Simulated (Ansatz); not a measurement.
Molecular dynamics of AlH₂Cl₂F (part 2 of 3)

The same run, continued: AlH₂Cl₂F; RKS revPBE-D4/6-31G* (Ansatz 0.2.0). It belongs to a series of runs on one base structure; here: dynamics from the highest image of the converged band.

Geometry of the input (Å):
```
Al 0.0158  -0.1753  -0.0078
H  0.0162  0.1378  1.6374
Cl 1.8389  0.1617  -1.0100
Cl -1.8298  0.0964  -0.9897
F  0.0485  -1.9269  0.8392
H  0.0383  -1.1923  1.6029
```

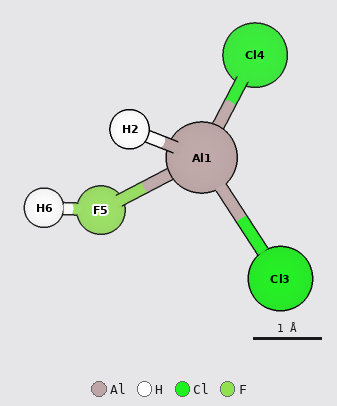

*The geometry at step 155 of the log (ball-and-stick view, seen at a tilt; atoms are numbered from 1 in the order of the input).*

What the program printed, continued
```
md step   106: t =    53.00 fs  T =   140.9 K  F+E_penalty+E_count = -34387.18346875 eV  E_kin = 0.072854 eV  conserved = -34387.11061508 eV  (28 SCF iters)
md step   107: t =    53.50 fs  T =   132.6 K  F+E_penalty+E_count = -34387.17906423 eV  E_kin = 0.068571 eV  conserved = -34387.11049294 eV  (27 SCF iters)
md step   108: t =    54.00 fs  T =   129.0 K  F+E_penalty+E_count = -34387.17711694 eV  E_kin = 0.066693 eV  conserved = -34387.11042427 eV  (27 SCF iters)
md step   109: t =    54.50 fs  T =   132.1 K  F+E_penalty+E_count = -34387.17871280 eV  E_kin = 0.068282 eV  conserved = -34387.11043118 eV  (28 SCF iters)
md step   110: t =    55.00 fs  T =   141.6 K  F+E_penalty+E_count = -34387.18374272 eV  E_kin = 0.073227 eV  conserved = -34387.11051538 eV  (28 SCF iters)
md step   111: t =    55.50 fs  T =   155.1 K  F+E_penalty+E_count = -34387.19087607 eV  E_kin = 0.080219 eV  conserved = -34387.11065746 eV  (27 SCF iters)
md step   112: t =    56.00 fs  T =   168.4 K  F+E_penalty+E_count = -34387.19789101 eV  E_kin = 0.087076 eV  conserved = -34387.11081480 eV  (28 SCF iters)
md step   113: t =    56.50 fs  T =   176.9 K  F+E_penalty+E_count = -34387.20236868 eV  E_kin = 0.091442 eV  conserved = -34387.11092695 eV  (26 SCF iters)
md step   114: t =    57.00 fs  T =   177.4 K  F+E_penalty+E_count = -34387.20264532 eV  E_kin = 0.091711 eV  conserved = -34387.11093458 eV  (28 SCF iters, 3 dispersion substeps)
md step   115: t =    57.50 fs  T =   170.0 K  F+E_penalty+E_count = -34387.19870262 eV  E_kin = 0.087888 eV  conserved = -34387.11081509 eV  (28 SCF iters, 3 dispersion substeps)
md step   116: t =    58.00 fs  T =   158.3 K  F+E_penalty+E_count = -34387.19246251 eV  E_kin = 0.081848 eV  conserved = -34387.11061457 eV  (28 SCF iters, 3 dispersion substeps)
md step   117: t =    58.50 fs  T =   148.1 K  F+E_penalty+E_count = -34387.18703632 eV  E_kin = 0.076595 eV  conserved = -34387.11044114 eV  (28 SCF iters, 3 dispersion substeps)
md step   118: t =    59.00 fs  T =   144.4 K  F+E_penalty+E_count = -34387.18507793 eV  E_kin = 0.074677 eV  conserved = -34387.11040056 eV  (29 SCF iters, 3 dispersion substeps)
md step   119: t =    59.50 fs  T =   148.3 K  F+E_penalty+E_count = -34387.18721118 eV  E_kin = 0.076695 eV  conserved = -34387.11051619 eV  (29 SCF iters, 3 dispersion substeps)
md step   120: t =    60.00 fs  T =   156.6 K  F+E_penalty+E_count = -34387.19168714 eV  E_kin = 0.080977 eV  conserved = -34387.11070986 eV  (28 SCF iters, 3 dispersion substeps)
md step   121: t =    60.50 fs  T =   163.8 K  F+E_penalty+E_count = -34387.19554380 eV  E_kin = 0.084680 eV  conserved = -34387.11086367 eV  (28 SCF iters, 3 dispersion substeps)
md step   122: t =    61.00 fs  T =   165.3 K  F+E_penalty+E_count = -34387.19637847 eV  E_kin = 0.085477 eV  conserved = -34387.11090115 eV  (27 SCF iters, 3 dispersion substeps)
md step   123: t =    61.50 fs  T =   160.0 K  F+E_penalty+E_count = -34387.19354376 eV  E_kin = 0.082724 eV  conserved = -34387.11081982 eV  (27 SCF iters, 3 dispersion substeps)
md step   124: t =    62.00 fs  T =   150.0 K  F+E_penalty+E_count = -34387.18823833 eV  E_kin = 0.077567 eV  conserved = -34387.11067096 eV  (27 SCF iters, 3 dispersion substeps)
md step   125: t =    62.50 fs  T =   139.7 K  F+E_penalty+E_count = -34387.18274857 eV  E_kin = 0.072227 eV  conserved = -34387.11052161 eV  (27 SCF iters, 3 dispersion substeps)
md step   126: t =    63.00 fs  T =   133.4 K  F+E_penalty+E_count = -34387.17940553 eV  E_kin = 0.068979 eV  conserved = -34387.11042678 eV  (29 SCF iters, 3 dispersion substeps)
md step   127: t =    63.50 fs  T =   134.0 K  F+E_penalty+E_count = -34387.17970223 eV  E_kin = 0.069285 eV  conserved = -34387.11041758 eV  (29 SCF iters, 3 dispersion substeps)
md step   128: t =    64.00 fs  T =   141.7 K  F+E_penalty+E_count = -34387.18378271 eV  E_kin = 0.073284 eV  conserved = -34387.11049905 eV  (29 SCF iters, 3 dispersion substeps)
md step   129: t =    64.50 fs  T =   154.2 K  F+E_penalty+E_count = -34387.19036023 eV  E_kin = 0.079711 eV  conserved = -34387.11064951 eV  (29 SCF iters)
md step   130: t =    65.00 fs  T =   166.8 K  F+E_penalty+E_count = -34387.19707305 eV  E_kin = 0.086251 eV  conserved = -34387.11082191 eV  (28 SCF iters)
md step   131: t =    65.50 fs  T =   174.7 K  F+E_penalty+E_count = -34387.20125320 eV  E_kin = 0.090304 eV  conserved = -34387.11094925 eV  (27 SCF iters)
md step   132: t =    66.00 fs  T =   174.1 K  F+E_penalty+E_count = -34387.20098632 eV  E_kin = 0.090021 eV  conserved = -34387.11096538 eV  (24 SCF iters)
md step   133: t =    66.50 fs  T =   164.9 K  F+E_penalty+E_count = -34387.19611847 eV  E_kin = 0.085276 eV  conserved = -34387.11084289 eV  (28 SCF iters)
md step   134: t =    67.00 fs  T =   150.9 K  F+E_penalty+E_count = -34387.18863154 eV  E_kin = 0.078005 eV  conserved = -34387.11062638 eV  (28 SCF iters)
md step   135: t =    67.50 fs  T =   138.2 K  F+E_penalty+E_count = -34387.18188951 eV  E_kin = 0.071457 eV  conserved = -34387.11043240 eV  (28 SCF iters)
md step   136: t =    68.00 fs  T =   132.5 K  F+E_penalty+E_count = -34387.17886486 eV  E_kin = 0.068487 eV  conserved = -34387.11037808 eV  (28 SCF iters)
md step   137: t =    68.50 fs  T =   135.2 K  F+E_penalty+E_count = -34387.18039010 eV  E_kin = 0.069897 eV  conserved = -34387.11049346 eV  (29 SCF iters)
md step   138: t =    69.00 fs  T =   143.1 K  F+E_penalty+E_count = -34387.18471160 eV  E_kin = 0.074014 eV  conserved = -34387.11069757 eV  (29 SCF iters)
md step   139: t =    69.50 fs  T =   150.5 K  F+E_penalty+E_count = -34387.18868996 eV  E_kin = 0.077826 eV  conserved = -34387.11086441 eV  (28 SCF iters)
md step   140: t =    70.00 fs  T =   152.4 K  F+E_penalty+E_count = -34387.18970116 eV  E_kin = 0.078792 eV  conserved = -34387.11090952 eV  (28 SCF iters)
md step   141: t =    70.50 fs  T =   147.2 K  F+E_penalty+E_count = -34387.18694724 eV  E_kin = 0.076118 eV  conserved = -34387.11082926 eV  (27 SCF iters)
md step   142: t =    71.00 fs  T =   137.1 K  F+E_penalty+E_count = -34387.18157989 eV  E_kin = 0.070903 eV  conserved = -34387.11067707 eV  (28 SCF iters)
md step   143: t =    71.50 fs  T =   126.5 K  F+E_penalty+E_count = -34387.17591539 eV  E_kin = 0.065392 eV  conserved = -34387.11052304 eV  (27 SCF iters)
md step   144: t =    72.00 fs  T =   119.8 K  F+E_penalty+E_count = -34387.17234349 eV  E_kin = 0.061919 eV  conserved = -34387.11042483 eV  (27 SCF iters)
md step   145: t =    72.50 fs  T =   119.9 K  F+E_penalty+E_count = -34387.17240306 eV  E_kin = 0.061988 eV  conserved = -34387.11041505 eV  (22 SCF iters)
md step   146: t =    73.00 fs  T =   127.2 K  F+E_penalty+E_count = -34387.17624697 eV  E_kin = 0.065748 eV  conserved = -34387.11049879 eV  (20 SCF iters)
md step   147: t =    73.50 fs  T =   139.1 K  F+E_penalty+E_count = -34387.18255757 eV  E_kin = 0.071904 eV  conserved = -34387.11065352 eV  (29 SCF iters)
md step   148: t =    74.00 fs  T =   151.0 K  F+E_penalty+E_count = -34387.18892089 eV  E_kin = 0.078091 eV  conserved = -34387.11082957 eV  (28 SCF iters)
md step   149: t =    74.50 fs  T =   158.0 K  F+E_penalty+E_count = -34387.19263564 eV  E_kin = 0.081679 eV  conserved = -34387.11095679 eV  (28 SCF iters)
md step   150: t =    75.00 fs  T =   156.4 K  F+E_penalty+E_count = -34387.19181981 eV  E_kin = 0.080853 eV  conserved = -34387.11096727 eV  (24 SCF iters)
md step   151: t =    75.50 fs  T =   146.2 K  F+E_penalty+E_count = -34387.18643827 eV  E_kin = 0.075603 eV  conserved = -34387.11083484 eV  (28 SCF iters)
md step   152: t =    76.00 fs  T =   131.6 K  F+E_penalty+E_count = -34387.17864158 eV  E_kin = 0.068029 eV  conserved = -34387.11061220 eV  (28 SCF iters)
md step   153: t =    76.50 fs  T =   118.9 K  F+E_penalty+E_count = -34387.17190483 eV  E_kin = 0.061483 eV  conserved = -34387.11042163 eV  (28 SCF iters)
md step   154: t =    77.00 fs  T =   113.7 K  F+E_penalty+E_count = -34387.16916033 eV  E_kin = 0.058780 eV  conserved = -34387.11037984 eV  (21 SCF iters)
md step   155: t =    77.50 fs  T =   117.1 K  F+E_penalty+E_count = -34387.17105537 eV  E_kin = 0.060547 eV  conserved = -34387.11050823 eV  (22 SCF iters)
md step   156: t =    78.00 fs  T =   125.6 K  F+E_penalty+E_count = -34387.17563385 eV  E_kin = 0.064918 eV  conserved = -34387.11071612 eV  (28 SCF iters)
md step   157: t =    78.50 fs  T =   133.1 K  F+E_penalty+E_count = -34387.17968227 eV  E_kin = 0.068807 eV  conserved = -34387.11087568 eV  (29 SCF iters)
md step   158: t =    79.00 fs  T =   134.9 K  F+E_penalty+E_count = -34387.18067050 eV  E_kin = 0.069763 eV  conserved = -34387.11090756 eV  (28 SCF iters)
md step   159: t =    79.50 fs  T =   129.9 K  F+E_penalty+E_count = -34387.17798609 eV  E_kin = 0.067170 eV  conserved = -34387.11081637 eV  (27 SCF iters)
md step   160: t =    80.00 fs  T =   120.4 K  F+E_penalty+E_count = -34387.17293662 eV  E_kin = 0.062276 eV  conserved = -34387.11066092 eV  (29 SCF iters)
md step   161: t =    80.50 fs  T =   111.0 K  F+E_penalty+E_count = -34387.16788103 eV  E_kin = 0.057369 eV  conserved = -34387.11051249 eV  (28 SCF iters)
md step   162: t =    81.00 fs  T =   105.8 K  F+E_penalty+E_count = -34387.16511874 eV  E_kin = 0.054692 eV  conserved = -34387.11042630 eV  (21 SCF iters)
md step   163: t =    81.50 fs  T =   107.5 K  F+E_penalty+E_count = -34387.16599867 eV  E_kin = 0.055568 eV  conserved = -34387.11043078 eV  (22 SCF iters)
md step   164: t =    82.00 fs  T =   115.9 K  F+E_penalty+E_count = -34387.17044759 eV  E_kin = 0.059921 eV  conserved = -34387.11052645 eV  (22 SCF iters)
md step   165: t =    82.50 fs  T =   128.2 K  F+E_penalty+E_count = -34387.17696014 eV  E_kin = 0.066274 eV  conserved = -34387.11068608 eV  (29 SCF iters)
md step   166: t =    83.00 fs  T =   139.6 K  F+E_penalty+E_count = -34387.18304758 eV  E_kin = 0.072191 eV  conserved = -34387.11085673 eV  (29 SCF iters)
md step   167: t =    83.50 fs  T =   145.3 K  F+E_penalty+E_count = -34387.18610141 eV  E_kin = 0.075135 eV  conserved = -34387.11096652 eV  (29 SCF iters)
md step   168: t =    84.00 fs  T =   142.3 K  F+E_penalty+E_count = -34387.18451191 eV  E_kin = 0.073560 eV  conserved = -34387.11095220 eV  (29 SCF iters)
md step   169: t =    84.50 fs  T =   131.2 K  F+E_penalty+E_count = -34387.17862238 eV  E_kin = 0.067824 eV  conserved = -34387.11079801 eV  (25 SCF iters)
md step   170: t =    85.00 fs  T =   116.7 K  F+E_penalty+E_count = -34387.17090808 eV  E_kin = 0.060339 eV  conserved = -34387.11056878 eV  (28 SCF iters)
md step   171: t =    85.50 fs  T =   105.5 K  F+E_penalty+E_count = -34387.16493442 eV  E_kin = 0.054543 eV  conserved = -34387.11039167 eV  (29 SCF iters)
md step   172: t =    86.00 fs  T =   102.6 K  F+E_penalty+E_count = -34387.16342189 eV  E_kin = 0.053047 eV  conserved = -34387.11037487 eV  (20 SCF iters)
md step   173: t =    86.50 fs  T =   108.5 K  F+E_penalty+E_count = -34387.16663295 eV  E_kin = 0.056110 eV  conserved = -34387.11052339 eV  (22 SCF iters)
md step   174: t =    87.00 fs  T =   119.1 K  F+E_penalty+E_count = -34387.17229583 eV  E_kin = 0.061560 eV  conserved = -34387.11073588 eV  (28 SCF iters)
md step   175: t =    87.50 fs  T =   128.1 K  F+E_penalty+E_count = -34387.17711185 eV  E_kin = 0.066226 eV  conserved = -34387.11088562 eV  (29 SCF iters)
md step   176: t =    88.00 fs  T =   131.1 K  F+E_penalty+E_count = -34387.17867840 eV  E_kin = 0.067774 eV  conserved = -34387.11090424 eV  (28 SCF iters)
md step   177: t =    88.50 fs  T =   127.2 K  F+E_penalty+E_count = -34387.17658157 eV  E_kin = 0.065778 eV  conserved = -34387.11080383 eV  (29 SCF iters)
md step   178: t =    89.00 fs  T =   119.2 K  F+E_penalty+E_count = -34387.17227480 eV  E_kin = 0.061629 eV  conserved = -34387.11064616 eV  (28 SCF iters)
md step   179: t =    89.50 fs  T =   111.5 K  F+E_penalty+E_count = -34387.16815712 eV  E_kin = 0.057656 eV  conserved = -34387.11050113 eV  (28 SCF iters)
md step   180: t =    90.00 fs  T =   108.4 K  F+E_penalty+E_count = -34387.16647488 eV  E_kin = 0.056053 eV  conserved = -34387.11042202 eV  (21 SCF iters)
md step   181: t =    90.50 fs  T =   112.2 K  F+E_penalty+E_count = -34387.16846733 eV  E_kin = 0.058033 eV  conserved = -34387.11043463 eV  (20 SCF iters)
md step   182: t =    91.00 fs  T =   122.6 K  F+E_penalty+E_count = -34387.17393588 eV  E_kin = 0.063399 eV  conserved = -34387.11053727 eV  (21 SCF iters)
md step   183: t =    91.50 fs  T =   136.5 K  F+E_penalty+E_count = -34387.18127081 eV  E_kin = 0.070570 eV  conserved = -34387.11070067 eV  (29 SCF iters)
md step   184: t =    92.00 fs  T =   149.1 K  F+E_penalty+E_count = -34387.18793469 eV  E_kin = 0.077065 eV  conserved = -34387.11086926 eV  (28 SCF iters)
md step   185: t =    92.50 fs  T =   155.5 K  F+E_penalty+E_count = -34387.19135937 eV  E_kin = 0.080388 eV  conserved = -34387.11097118 eV  (28 SCF iters)
md step   186: t =    93.00 fs  T =   153.0 K  F+E_penalty+E_count = -34387.19007110 eV  E_kin = 0.079126 eV  conserved = -34387.11094489 eV  (28 SCF iters)
md step   187: t =    93.50 fs  T =   142.8 K  F+E_penalty+E_count = -34387.18460718 eV  E_kin = 0.073826 eV  conserved = -34387.11078095 eV  (27 SCF iters)
md step   188: t =    94.00 fs  T =   129.7 K  F+E_penalty+E_count = -34387.17759701 eV  E_kin = 0.067046 eV  conserved = -34387.11055122 eV  (27 SCF iters)
md step   189: t =    94.50 fs  T =   120.4 K  F+E_penalty+E_count = -34387.17261296 eV  E_kin = 0.062228 eV  conserved = -34387.11038476 eV  (24 SCF iters)
md step   190: t =    95.00 fs  T =   119.6 K  F+E_penalty+E_count = -34387.17220875 eV  E_kin = 0.061825 eV  conserved = -34387.11038379 eV  (20 SCF iters)
md step   191: t =    95.50 fs  T =   127.4 K  F+E_penalty+E_count = -34387.17640708 eV  E_kin = 0.065865 eV  conserved = -34387.11054193 eV  (29 SCF iters)
md step   192: t =    96.00 fs  T =   139.3 K  F+E_penalty+E_count = -34387.18278787 eV  E_kin = 0.072036 eV  conserved = -34387.11075213 eV  (28 SCF iters)
md step   193: t =    96.50 fs  T =   149.3 K  F+E_penalty+E_count = -34387.18808125 eV  E_kin = 0.077190 eV  conserved = -34387.11089133 eV  (28 SCF iters)
md step   194: t =    97.00 fs  T =   153.1 K  F+E_penalty+E_count = -34387.19004089 eV  E_kin = 0.079141 eV  conserved = -34387.11089948 eV  (29 SCF iters)
md step   195: t =    97.50 fs  T =   150.1 K  F+E_penalty+E_count = -34387.18841286 eV  E_kin = 0.077619 eV  conserved = -34387.11079425 eV  (28 SCF iters)
md step   196: t =    98.00 fs  T =   143.3 K  F+E_penalty+E_count = -34387.18471836 eV  E_kin = 0.074078 eV  conserved = -34387.11064051 eV  (28 SCF iters)
md step   197: t =    98.50 fs  T =   136.9 K  F+E_penalty+E_count = -34387.18129862 eV  E_kin = 0.070793 eV  conserved = -34387.11050552 eV  (28 SCF iters)
md step   198: t =    99.00 fs  T =   135.0 K  F+E_penalty+E_count = -34387.18024878 eV  E_kin = 0.069811 eV  conserved = -34387.11043814 eV  (21 SCF iters)
md step   199: t =    99.50 fs  T =   139.6 K  F+E_penalty+E_count = -34387.18262306 eV  E_kin = 0.072162 eV  conserved = -34387.11046070 eV  (21 SCF iters)
these checks for a lower state are left out or cut short: starts, cluster_reference, orbital_swaps, neighbouring_geometries, increment
878 factors; their error is unknown
mean field evaluation 1536: about -34386.8611 eV, gradient 2.4e-5 eV
mean field -34386.86107863 eV, -1263.6938363881 hartree, gradient 2.4e-5 eV, S^2 0.000000; 0 other end points of the search recorded, 0 dependent functions left out
the calculation of the forces begins
reference -34386.86113020 eV, -1263.6938382834 hartree; 29, 29 occupied and 47, 47 virtual orbitals, 878 factors
878 factors; their error is unknown
mean field -34386.86107863 eV, -1263.6938363881 hartree, gradient 2.4e-5 eV, S^2 0.000000; 1 other end points of the search recorded, 0 dependent functions left out
the calculation of the forces begins
reference -34386.86113021 eV, -1263.6938382834 hartree; 29, 29 occupied and 47, 47 virtual orbitals, 878 factors
md step   200: t =   100.00 fs  T =   149.9 K  F+E_penalty+E_count = -34387.18806402 eV  E_kin = 0.077496 eV  conserved = -34387.11056755 eV  (26 SCF iters)
```

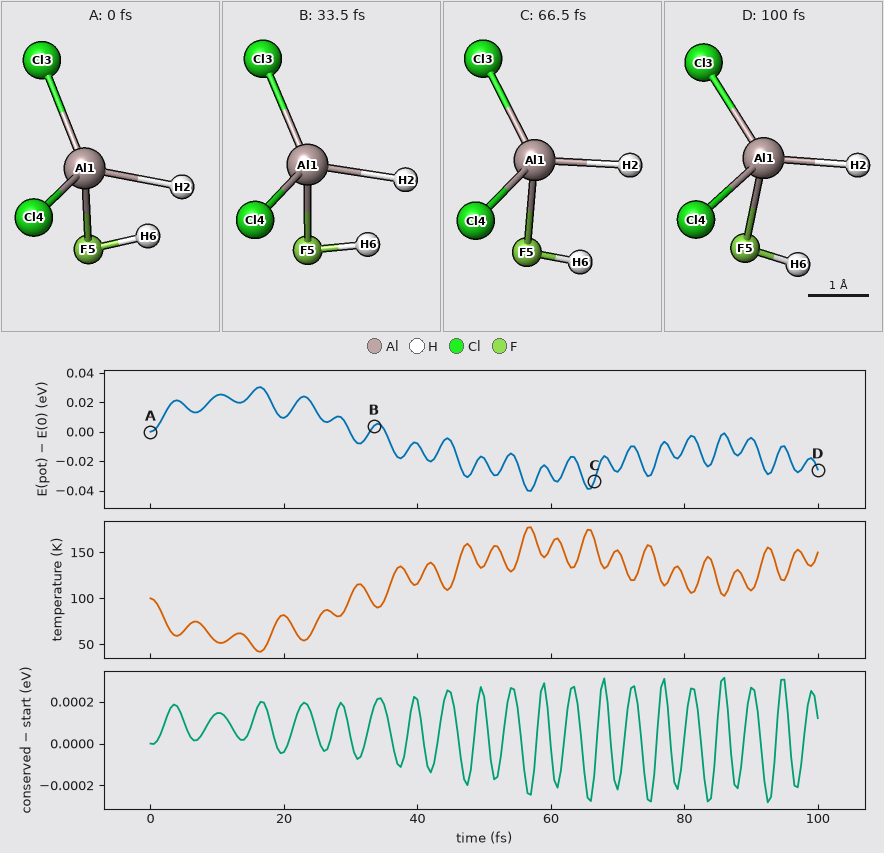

*Frames of the molecular dynamics (ball-and-stick, seen at a tilt) above the curves, on which the letters mark them.*

The trajectory kept here has 201 frames over 100 fs. The temperature starts at 100 K, ranges from 42 to 177 K and averages 139 K over the second half. The potential energy ends 0.026 eV below its first value. The conserved quantity stays within 0.0006 eV. After an unweighted best fit of the last frame on the first, the root-mean-square displacement is 0.41 Å, and H6 has moved furthest (0.72 Å).

```
Total energy: -34387.18811559 eV, -1263.7058547748 hartree
Atom 0 at     0.029672     0.104554     0.124242 Å, force    -0.236666    -0.468570    -0.424895 eV/Å
Atom 1 at     0.024935     0.635267     1.615060 Å, force     0.023960     0.035372     0.109821 eV/Å
Atom 2 at     1.825755     0.076906    -1.027016 Å, force    -0.065714     0.074469     0.109376 eV/Å
Atom 3 at    -1.804176    -0.010097    -0.990362 Å, force     0.222050     0.139472     0.165296 eV/Å
Atom 4 at     0.003644    -1.951767     0.682881 Å, force     0.125068     0.164622     1.107936 eV/Å
Atom 5 at     0.063085    -1.983749     1.659247 Å, force    -0.068698     0.054634    -1.067534 eV/Å
Dipole moment:     0.049175    -0.461090     0.854473 e Å
```

Trajectory as extended XYZ (Å, eV, eV/Å), 32 of the 201 frames kept, from step=0 to step=200
```
6
Properties=species:S:1:pos:R:3:forces:R:3 step=0 time_fs=0.0 energy=-34387.16239 temperature=100.0
Al    0.0158   -0.1753   -0.0078   -0.0121  -0.0051  -0.0062
H     0.0162    0.1378    1.6374    0.0028   0.0048   0.0060
Cl    1.8389    0.1617   -1.0100    0.0036  -0.0001  -0.0003
Cl   -1.8298    0.0964   -0.9897    0.0029   0.0006  -0.0010
F     0.0485   -1.9269    0.8392    0.0018   0.0035  -0.0064
H     0.0383   -1.1923    1.6029    0.0010  -0.0037   0.0079
6
Properties=species:S:1:pos:R:3:forces:R:3 step=6 time_fs=3.0 energy=-34387.14374 temperature=64.2
Al    0.0153   -0.1751   -0.0035    0.0117   0.3358  -0.4232
H    -0.0074    0.1485    1.6095    0.0499   0.1222   0.1575
Cl    1.8451    0.1615   -1.0112   -0.0918  -0.0417   0.0458
Cl   -1.8326    0.0934   -0.9874    0.0227  -0.0238  -0.0249
F     0.0439   -1.9203    0.8342    0.0443  -0.6757  -0.4799
H     0.0393   -1.2165    1.5704   -0.0368   0.2832   0.7248
6
Properties=species:S:1:pos:R:3:forces:R:3 step=13 time_fs=6.5 energy=-34387.14928 temperature=74.7
Al    0.0149   -0.1737   -0.0001    0.0540   0.2993  -0.5581
H    -0.0295    0.1728    1.5954    0.0898   0.0648   0.3218
Cl    1.8521    0.1611   -1.0125   -0.1933  -0.0587   0.1091
Cl   -1.8358    0.0897   -0.9847    0.0445  -0.0227  -0.0324
F     0.0388   -1.9160    0.8262    0.0692  -0.2655   0.0492
H     0.0365   -1.2203    1.5983   -0.0643  -0.0173   0.1104
```
